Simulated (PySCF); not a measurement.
# CCSD(T)/STO-3G run of AlH2F (SMILES [H][Al]([H])[F])

What is the vertical singlet–triplet gap of AlH2F at CCSD(T)/STO-3G? Input form: a Python script.

Program for the calculation: PySCF 2.14.0.

21 further runs of the same task are left out: 3 that didn't finish, 18 set aside as unsound or not needed.

### 1 The structure to begin with

The species is AlH2F (4 atoms), meant as a singlet with charge 0. As SMILES, `[H][Al]([H])[F]`. Geometry: a GFN2-xTB relaxation, a rough one for these elements and not checked as a minimum.

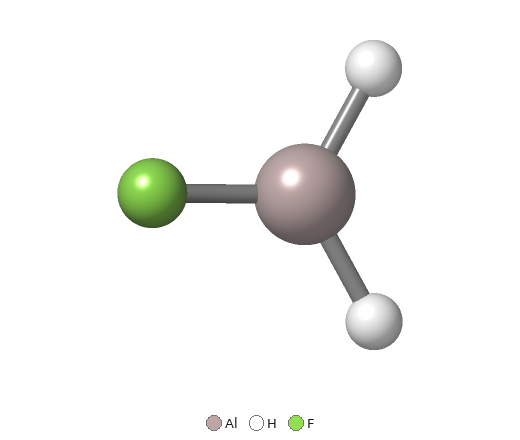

Viewed from a chosen angle; aluminium light grey, hydrogen white, fluorine green.

### 2 A single-point energy at CCSD(T)/STO-3G

The input, input.py:

```python
from pyscf import gto, scf, cc

system = gto.M(
    atom='''
Al   0.019600   0.032680   0.000940
H    1.546910  -0.017870   0.014080
H   -0.738990   1.358820  -0.019420
F   -0.827520  -1.373630   0.004400
''',
    spin=0,
    max_memory=1860,
    basis='sto-3g',
    verbose=4,
)

mf = scf.RHF(system)
mf.conv_tol = 1e-10
mf.kernel()
if not mf.converged:
    mf = mf.newton().run(mf.mo_coeff, mf.mo_occ)

mycc = cc.CCSD(mf, frozen=6)
mycc.kernel()
e_t = mycc.ccsd_t()
energy = mycc.e_tot + e_t
print('E(%s) = %.9f' % ('CCSD(T)', energy))
```

Launch:

```sh
$ OMP_NUM_THREADS=1 python input.py
```

The program printed:

```text
PySCF version 2.14.0

[INPUT] num. atoms = 4
[INPUT] num. electrons = 24
[INPUT] charge = 0
[INPUT] spin (= nelec alpha-beta = 2S) = 0
[INPUT] symmetry False subgroup None
[INPUT] Mole.unit = angstrom
[INPUT] Symbol           X                Y                Z      unit          X                Y                Z       unit  Magmom
[INPUT]  1 Al     0.019600000000   0.032680000000   0.000940000000 AA    0.037038632041   0.061756249751   0.001776342557 Bohr   0.0
[INPUT]  2 H      1.546910000000  -0.017870000000   0.014080000000 AA    2.923236239351  -0.033769405846   0.026607343834 Bohr   0.0
[INPUT]  3 H     -0.738990000000   1.358820000000  -0.019420000000 AA   -1.396488708792   2.567797652581  -0.036698481339 Bohr   0.0
[INPUT]  4 F     -0.827520000000  -1.373630000000   0.004400000000 AA   -1.563786162600  -2.595784496486   0.008314794948 Bohr   0.0

nuclear repulsion = 50.3982135964249
number of shells = 10
number of NR pGTOs = 48
number of NR cGTOs = 16
basis = sto-3g
ecp = {}

******** <class 'pyscf.scf.hf.RHF'> ********
method = RHF
initial guess = minao
damping factor = 0
level_shift factor = 0
DIIS = <class 'pyscf.scf.diis.CDIIS'>
diis_start_cycle = 1
diis_space = 8
diis_damp = 0
SCF conv_tol = 1e-10
SCF conv_tol_grad = None
SCF max_cycles = 50
direct_scf = True
direct_scf_tol = 1e-13
Set gradient conv threshold to 1e-05
Initial guess from minao.
init E= -337.698281730769
  HOMO = -0.337367081579979  LUMO = 0.206206665020234  gap/eV = 14.79140
cycle= 1 E= -338.16854454807  delta_E= -0.47  |g|= 0.343  |ddm|= 1.94
  HOMO = -0.229716733636984  LUMO = 0.317553426838838  gap/eV = 14.89198
cycle= 2 E= -338.231361913491  delta_E= -0.0628  |g|= 0.0758  |ddm|= 0.746
  HOMO = -0.326489861575106  LUMO = 0.340567655613178  gap/eV = 18.15156
cycle= 3 E= -338.233949632976  delta_E= -0.00259  |g|= 0.0192  |ddm|= 0.128
  HOMO = -0.328350273117877  LUMO = 0.340601311819467  gap/eV = 18.20310
cycle= 4 E= -338.234237600906  delta_E= -0.000288  |g|= 0.00356  |ddm|= 0.0537
  HOMO = -0.328238729370918  LUMO = 0.340638173446719  gap/eV = 18.20107
cycle= 5 E= -338.234251289593  delta_E= -1.37e-05  |g|= 0.00097  |ddm|= 0.0112
  HOMO = -0.328290364226731  LUMO = 0.34060944052181  gap/eV = 18.20169
cycle= 6 E= -338.234252252206  delta_E= -9.63e-07  |g|= 6.26e-05  |ddm|= 0.00365
  HOMO = -0.328274510282275  LUMO = 0.340625121651082  gap/eV = 18.20169
cycle= 7 E= -338.234252255358  delta_E= -3.15e-09  |g|= 7.44e-06  |ddm|= 0.000179
  HOMO = -0.328272674166096  LUMO = 0.340623766361139  gap/eV = 18.20160
cycle= 8 E= -338.234252255394  delta_E= -3.54e-11  |g|= 5.47e-07  |ddm|= 1.95e-05
  HOMO = -0.328272624179912  LUMO = 0.340623744287894  gap/eV = 18.20160
Extra cycle  E= -338.234252255394  delta_E= -3.41e-13  |g|= 1.44e-07  |ddm|= 9.07e-07
converged SCF energy = -338.234252255394

******** <class 'pyscf.cc.ccsd.CCSD'> ********
CC2 = 0
CCSD nocc = 6, nmo = 10
frozen orbitals 6
max_cycle = 50
direct = 0
conv_tol = 1e-07
conv_tol_normt = 1e-05
diis_space = 6
diis_start_cycle = 0
diis_start_energy_diff = 1e+09
Init t2, MP2 energy = -338.281271267728  E_corr(MP2) -0.0470190123335664
Init E_corr(CCSD) = -0.0470190123335751
cycle = 1  E_corr(CCSD) = -0.0548748611455239  dE = -0.00785584881  norm(t1,t2) = 0.0517589
cycle = 2  E_corr(CCSD) = -0.0602783169409581  dE = -0.0054034558  norm(t1,t2) = 0.0185275
cycle = 3  E_corr(CCSD) = -0.0611562181066313  dE = -0.000877901166  norm(t1,t2) = 0.0093818
cycle = 4  E_corr(CCSD) = -0.0624325119466924  dE = -0.00127629384  norm(t1,t2) = 0.00391071
cycle = 5  E_corr(CCSD) = -0.0623641189310644  dE = 6.83930156e-05  norm(t1,t2) = 0.000958359
cycle = 6  E_corr(CCSD) = -0.0623659616164327  dE = -1.84268537e-06  norm(t1,t2) = 0.00024484
cycle = 7  E_corr(CCSD) = -0.0623699264017263  dE = -3.96478529e-06  norm(t1,t2) = 7.34351e-05
cycle = 8  E_corr(CCSD) = -0.0623693467953653  dE = 5.79606361e-07  norm(t1,t2) = 1.44617e-05
cycle = 9  E_corr(CCSD) = -0.0623693914438223  dE = -4.46484571e-08  norm(t1,t2) = 4.60415e-06
CCSD converged
E(CCSD) = -338.2966216468379  E_corr = -0.06236939144382233
CCSD(T) correction = -0.0032087896324156
E(CCSD(T)) = -338.299830436
```

Run time: 0.62 s. Hardware: 1 thread of Intel Xeon Platinum 8488C (Sapphire Rapids), shared host; peak memory 0.1 GiB.

### 3 The triplet at the same level

The input, input.py:

```python
from pyscf import gto, cc

system = gto.M(
    atom='''
Al       0.019600       0.032680       0.000940
H        1.546910      -0.017870       0.014080
H       -0.738990       1.358820      -0.019420
F       -0.827520      -1.373630       0.004400
''',
    charge=0,
    verbose=3,
    max_memory=1860,
    spin=2,
    basis='sto-3g',
)

myscf = system.UHF()
myscf.conv_tol = 1e-10
myscf.kernel()
if not myscf.converged:
    myscf = myscf.newton().run(myscf.mo_coeff, myscf.mo_occ)

mycc = cc.CCSD(myscf, frozen=6)
mycc.kernel()
e_t = mycc.ccsd_t()
energy = mycc.e_tot + e_t
print('E = %.10f Eh' % energy)
```

Launch:

```sh
$ OMP_NUM_THREADS=1 python input.py
```

The program printed:

```text
WARN: HOMO 0.206206665020234 >= LUMO -0.337367081579979

WARN: HOMO 0.0183242063362855 >= LUMO -0.029980739154826

WARN: HOMO 0.00782306160468049 >= LUMO -0.00924662636738616

SCF not converged.
SCF energy = -337.89963119267 after 50 cycles  <S^2> = 2.0490359  2S+1 = 3.0325144
converged SCF energy = -337.946116060062  <S^2> = 2.0169773  2S+1 = 3.0112969
E(UCCSD) = -338.0015219813143  E_corr = -0.05540592125233813
UCCSD(T) correction = -0.00166813427460616
E = -338.0031901156 Eh
```

Wall time 0.88 s (1 thread of Intel Xeon Platinum 8488C (Sapphire Rapids), shared host); peak memory 0.12 GiB.

### 4 Outcome

At CCSD(T)/STO-3G, 6 core orbitals frozen:

| quantity | value |
| --- | --- |
| singlet: total energy | -338.29983 Eh |
| singlet: dipole moment (Hartree–Fock density) | 0.72 D |
| singlet: HOMO energy (Hartree–Fock orbitals) | -8.93 eV |
| singlet: LUMO energy (Hartree–Fock orbitals) | 9.27 eV |
| singlet: HOMO–LUMO gap (Hartree–Fock orbitals) | 18.20 eV |
| singlet: correlation energy (6 core orbitals frozen) | -65.6 mEh |
| singlet: (T) correction | -3.21 mEh |
| singlet: T1 diagnostic | 0.017 |
| triplet: total energy | -338.00319 Eh |
| triplet: dipole moment (Hartree–Fock density) | 4.11 D |
| triplet: HOMO energy (Hartree–Fock orbitals) (highest over α and β) | 0.07 eV |
| triplet: LUMO energy (Hartree–Fock orbitals) (lowest over α and β) | 2.93 eV |
| triplet: correlation energy (6 core orbitals frozen) | -57.1 mEh |
| triplet: (T) correction | -1.67 mEh |
| triplet: ⟨S²⟩ of the reference determinant | 2.017 |
| triplet: T1 diagnostic | 0.059 |
| vertical energy of the triplet above the singlet | 8.072 eV |

At this shape the triplet lies 8.07 eV (779 kJ/mol) above the singlet. In a minimal basis such a difference can be off by several eV, whatever the method. The triples (singlet) make up 4.9 % of the correlation energy. The T1 diagnostic (triplet) of 0.059 is above the customary mark for such species, so a single reference may not serve. The triples (triplet) make up 2.9 % of the correlation energy.
